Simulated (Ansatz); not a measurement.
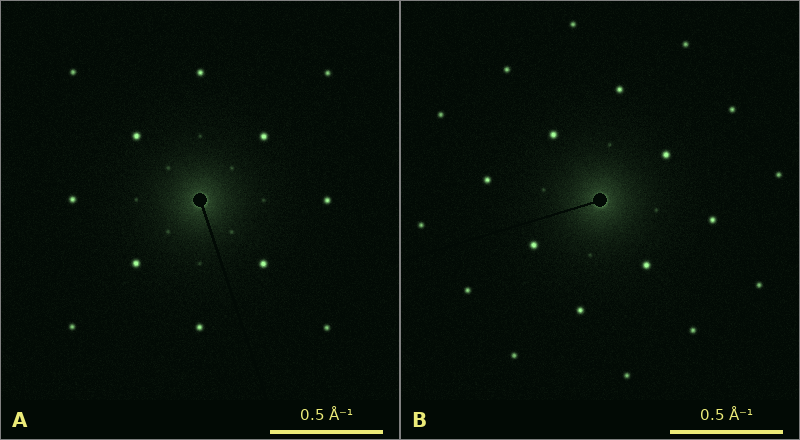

Kinematic electron diffraction patterns (300 kV, B = 0.5 Å², same scale, each along a low-index zone) of two structures of composition Cd3I, each relaxed at zero pressure with DFT PBE, scalar-relativistic, plane waves, PAW in Ansatz.

The structures (standard cells):
1. P4/mmm (No. 123), a = 5.494 Å, c = 3.964 Å, 4 atoms; generated start, possibly hypothetical
2. Pm-3m (No. 221), a = 4.936 Å, 4 atoms; generated start, possibly hypothetical

**Which pattern belongs to which structure, and along which zone?**

A is structure 2 along [001] or an equivalent direction: square net of 1 0 0 (weak) at d = 4.94 Å and 0 1 0 (weak) at d = 4.94 Å, 90.0° apart (some points of this net are extinct or too weak to see). B is structure 1 along [110] or an equivalent direction: rectangular net (close to square) of 0 0 1 (weak) at d = 3.96 Å and 1 -1 0 (weak) at d = 3.88 Å, 90.0° apart (some points of this net are extinct or too weak to see).

**Rank the structures by their computed energy.**

Structure 1 (P4/mmm, 29.91 Å³ an atom) is the lowest of these; structure 2 (Pm-3m, 30.06 Å³ an atom) lies about 46 meV an atom higher. These are static energies at 0 K; other structures, not shown, may lie lower still.
